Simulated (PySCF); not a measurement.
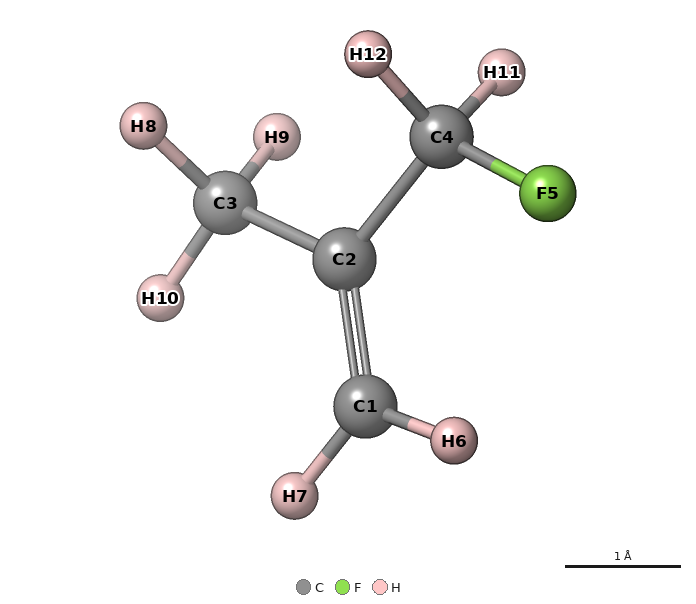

Orthographic view. Atoms fade into the background with distance from the viewer. Computed geometry: PBE0-D3(BJ)/def2-SVP optimisation. No frequency run is at hand to confirm it as a minimum.

Write the connection table.

C1: C2, H6, H7
C2: C1, C3, C4
C3: C2, H8, H9, H10
C4: C2, F5, H11, H12
F5: C4
(terminal hydrogens appear only as neighbours)
